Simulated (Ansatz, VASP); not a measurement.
# BAs: VASP beside Ansatz

Wanted: the spread between two codes on one cell, functional and k mesh. The cell is taken from a series of VASP runs on this material, whose earlier steps may have relaxed, scaled or displaced it; both programs get it as it stands. Valence electrons are named where the data sets of a main pair hold unlike numbers.

Method: plane waves, with VASP 6.6.1 beside it; band structure at r2SCAN-EpsX with an exact-exchange share of 0.102, in Ansatz 0.2.0.

**1. The structure**

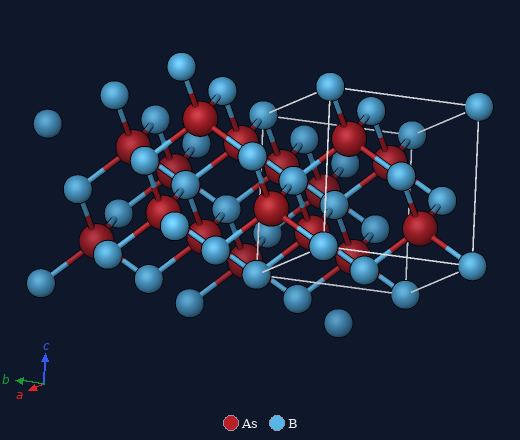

The starting structure, seen from a free direction (arsenic red, boron blue). 2×2×1 cells are drawn. This picture shows the conventional cell, with its axes. Bonds to atoms that aren't drawn are left out. Some periodic images of atoms are drawn too.

As a file:

```
As B
1.0
     0.00000    2.38850    2.38850
     2.38850    0.00000    2.38850
     2.38850    2.38850    0.00000
As B
1 1
Direct
  0.75000 0.75000 0.75000
  0.00000 0.00000 0.00000
```

**2. VASP: band structure, r2SCAN-EpsX with an exact-exchange share of 0.102**

The same path points are solved in both programs, so levels can be compared one by one.

Lines of VASP's logs that name or quote its potential files are left out, and so is its time.

The run reads the wave functions of an earlier VASP run, which isn't shown here.

File INCAR:

```
SYSTEM = BAs
PREC = Accurate
ENCUT = 370
EDIFF = 1E-06
NELM = 100
ISMEAR = 0
SIGMA = 0.03
LREAL = .FALSE.
ALGO = Normal
LHFCALC = .TRUE.
AEXX = 0.102
METAGGA = R2SCAN
LASPH = .TRUE.
NBANDS = 10
PRECFOCK = Fast
HFRCUT = -1
LORBIT = 11
LWAVE = .FALSE.
LCHARG = .FALSE.
KPAR = 4
```

File POSCAR:

```
BAs
1.0
    0.0000000000      2.3885000000      2.3885000000
    2.3885000000      0.0000000000      2.3885000000
    2.3885000000      2.3885000000      0.0000000000
As B
1 1
Direct
    0.7500000000      0.7500000000      0.7500000000
    0.0000000000      0.0000000000      0.0000000000
```

File KPOINTS:

```
Automatic mesh
0
Gamma
5 5 5
0 0 0
```

File KPOINTS_OPT:

```
Line mode
10
Line-mode
Reciprocal
  0.00000000   0.00000000   0.00000000 GAMMA
  0.50000000   0.00000000   0.50000000 X

  0.50000000   0.00000000   0.50000000 X
  0.50000000   0.25000000   0.75000000 W

  0.50000000   0.25000000   0.75000000 W
  0.37500000   0.37500000   0.75000000 K

  0.37500000   0.37500000   0.75000000 K
  0.00000000   0.00000000   0.00000000 GAMMA

  0.00000000   0.00000000   0.00000000 GAMMA
  0.50000000   0.50000000   0.50000000 L

  0.50000000   0.50000000   0.50000000 L
  0.62500000   0.25000000   0.62500000 U

  0.62500000   0.25000000   0.62500000 U
  0.50000000   0.25000000   0.75000000 W

  0.50000000   0.25000000   0.75000000 W
  0.50000000   0.50000000   0.50000000 L

  0.50000000   0.50000000   0.50000000 L
  0.37500000   0.37500000   0.75000000 K

  0.62500000   0.25000000   0.62500000 U
  0.50000000   0.00000000   0.50000000 X
```

Potentials, in the order of the species: As and B (PBE family, release 64).

The run is started by

```console
$ mpirun -np 4 vasp_std
```

Numbers of over 12 decimals in the logs are rounded to 6 here.

Output:

```text
[banner, memory and clock lines left out]
running    4 mpi-ranks, on    1 nodes
 distrk:  each k-point on    1 cores,    4 groups
 distr:  one band on    1 cores,    1 groups

 POSCAR found type information on POSCAR AsB
 POSCAR found :  2 types and       2 ions
|                                                                             |
|               ----> ADVICE to this user running VASP <----                  |
|                                                                             |
|     You enforced a specific xc type in the INCAR file but a different       |
|     [... a line on the potential file left out ...]
|     I HOPE YOU KNOW WHAT YOU ARE DOING!                                     |
|                                                                             |

 LDA part: xc-table for (None), standard interpolation
 found WAVECAR, reading the header
 POSCAR, INCAR and KPOINTS ok, starting setup
 FFT: planning ... GRIDC
 FFT: planning ... GRID_SOFT
 FFT: planning ... GRID
 HFRCUT set to (new)   9.334170
 reading WAVECAR
 the WAVECAR file was read successfully
 initial charge from wavefunction
 entering main loop
       N       E                     dE             d eps       ncg     rms          rms(c)
DAV:   1    -0.222504391933E+02   -0.22250E+02   -0.71368E-01   202   0.713E+00    0.163E+00
DAV:   2    -0.222526372081E+02   -0.21980E-02   -0.76205E-03   218   0.644E-01    0.106E+00
DAV:   3    -0.222525008324E+02    0.13638E-03   -0.17810E-04   222   0.103E-01    0.622E-01
DAV:   4    -0.222524386260E+02    0.62206E-04   -0.19194E-05   220   0.447E-02    0.364E-01
DAV:   5    -0.222524116680E+02    0.26958E-04   -0.79287E-06   222   0.285E-02    0.211E-01
DAV:   6    -0.222524014500E+02    0.10218E-04   -0.33603E-06   218   0.181E-02    0.122E-01
DAV:   7    -0.222523976936E+02    0.37564E-05   -0.12672E-06   212   0.112E-02    0.700E-02
DAV:   8    -0.222523963054E+02    0.13882E-05   -0.47397E-07   124   0.699E-03    0.404E-02
DAV:   9    -0.222523957762E+02    0.52924E-06   -0.20789E-07   112   0.481E-03
   1 F= -.22252396E+02 E0= -.22252396E+02  d E =-.290056E-12
 Start KPOINTS_OPT (optional k-point list driver)
k-point batch [1-10\100]
       N       E                     dE             ncg
DAV:   1     0.227477937574E+03   -0.11202E+04      200
DAV:   2    -0.226489100391E+02   -0.25013E+03      284
DAV:   3    -0.314706674893E+02   -0.88218E+01      246
DAV:   4    -0.315063269284E+02   -0.35659E-01      256
DAV:   5    -0.315064820871E+02   -0.15516E-03      240
DAV:   6    -0.315064822666E+02   -0.17953E-06      250
[...]
k-point batch [91-100\100]
       N       E                     dE             ncg
DAV:   1     0.322004128789E+02   -0.28632E+04      200
DAV:   2    -0.153602322115E+03   -0.18580E+03      282
DAV:   3    -0.158466588996E+03   -0.48643E+01      274
DAV:   4    -0.158488327329E+03   -0.21738E-01      274
DAV:   5    -0.158488360639E+03   -0.33311E-04      242
DAV:   6    -0.158488360673E+03   -0.33895E-07      282
```

From OUTCAR (step 2):

```text
ion  position               nearest neighbor table
   1  0.750  0.750  0.750-   2 2.07   2 2.07   2 2.07   2 2.07
   2  0.000  0.000  0.000-   1 2.07   1 2.07   1 2.07   1 2.07

  LATTYP: Found a face centered cubic cell.
 ALAT       =     4.7770000000

 Subroutine GETGRP returns: Found 24 space group operations
 (whereof 24 operations were pure point group operations)

The static configuration has the point symmetry T_d .

 Found     10 irreducible k-points:

   k-points           NKPTS =     10   k-points in BZ     NKDIM =    125   number of bands    NBANDS=     10

   dimension x,y,z NGX =    24 NGY =   24 NGZ =   24
   dimension x,y,z NGXF=    48 NGYF=   48 NGZF=   48

   ENCUT  =  370.0 eV  27.19 Ry    5.21 a.u.   5.30  5.30  5.30*2*pi/ulx,y,z

   NELECT =       8.0000    total number of electrons

 k-points in reciprocal lattice and weights: Automatic mesh
   0.00000000  0.00000000  0.00000000       0.008
   0.20000000  0.00000000  0.00000000       0.064
   0.40000000  0.00000000  0.00000000       0.064
   0.20000000  0.20000000  0.00000000       0.048
   0.40000000  0.20000000  0.00000000       0.192
  -0.40000000  0.20000000  0.00000000       0.192
  -0.20000000  0.20000000  0.00000000       0.096
   0.40000000  0.40000000  0.00000000       0.048
  -0.40000000  0.40000000  0.00000000       0.096
  -0.40000000  0.40000000  0.20000000       0.192

  exchange ACFDT corr.  =         0.00000000  see jH, gK, PRB 81, 115126

 average (electrostatic) potential at core
       1 -51.0915       2 -26.6247

 E-fermi :   5.8923

 k-point     1 :       0.0000    0.0000    0.0000
  band No.  band energies     occupation
      1     -10.9645      2.00000
      2       5.7546      2.00000
      3       5.7546      2.00000
      4       5.7546      2.00000
      5       9.7689      0.00000
      6       9.7689      0.00000
      7       9.7689      0.00000
      8      11.5856      0.00000
      9      16.7191      0.00000
    ...

 k-point     2 :       0.2000    0.0000    0.0000
  band No.  band energies     occupation
      1     -10.2674      2.00000
      2       1.6750      2.00000
      3       4.7990      2.00000
      4       4.7990      2.00000
      5       9.8447      0.00000
      6      10.9923      0.00000
      7      10.9923      0.00000
      8      14.2136      0.00000
      9      18.0767      0.00000
    ...

 k-point     3 :       0.4000    0.0000    0.0000
  band No.  band energies     occupation
      1      -8.4278      2.00000
      2      -2.8875      2.00000
      3       3.8720      2.00000
      4       3.8720      2.00000
      5       9.3756      0.00000
      6      11.4575      0.00000
      7      11.4575      0.00000
      8      15.9960      0.00000
      9      19.3413      0.00000
    ...

  energy-cutoff  :      370.00
  volume of cell :       27.25
      direct lattice vectors                 reciprocal lattice vectors
     0.000000000  2.388500000  2.388500000    -0.209336404  0.209336404  0.209336404
     2.388500000  0.000000000  2.388500000     0.209336404 -0.209336404  0.209336404
     2.388500000  2.388500000  0.000000000     0.209336404  0.209336404 -0.209336404

 POSITION                                       TOTAL-FORCE (eV/Angst)
 -----------------------------------------------------------------------------------
      3.58275      3.58275      3.58275         0.000000     -0.000000      0.000000
      0.00000      0.00000      0.00000        -0.000000      0.000000     -0.000000
 -----------------------------------------------------------------------------------
    total drift:                                0.000000     -0.000000     -0.000000

  FREE ENERGIE OF THE ION-ELECTRON SYSTEM (eV)
  ---------------------------------------------------
  free  energy   TOTEN  =       -22.2523957762 eV

  energy  without entropy=      -22.2523957762  energy(sigma->0) =      -22.25239578

 total charge
# of ion       s       p       d       tot
------------------------------------------
    1        1.175   1.713   0.092   2.981
    2        0.662   1.172   0.000   1.834
--------------------------------------------------
tot          1.838   2.886   0.092   4.815

[... 3 further parts left out ...]
```

The PAW data sets were made with PBE, which is usual practice but a small mismatch for other functionals.

(Part 1 of 2 ends here.)

[Lines on the potential files, build, host, timing and source positions are cut from VASP's logs without a mark.]

[Logs are printed without paths, hosts, clocks, repeated set-up lines and the standing remarks that a program may print on its own settings, such as how far it seeks lower states.]

[Hosts, paths, dates, database ids (printed as entryN), source tags and the programs' standing remarks are cut or masked in the printed files.]
